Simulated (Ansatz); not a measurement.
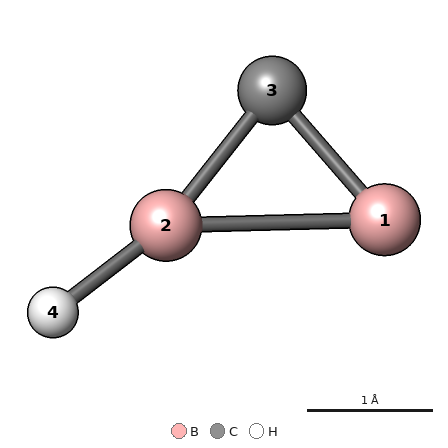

Atoms carry their numbers in the input. State: charge +1, singlet. The geometry was computed by an optimisation with PBE-D4/def2-SVP. No frequency run is at hand to confirm it as a minimum.

List the bonds and their lengths.

| bond | length (Å) |
| --- | --- |
| B1–B2 | 1.789 |
| B1–C3 | 1.387 |
| B2–C3 | 1.457 |
| B2–H4 | 1.204 |
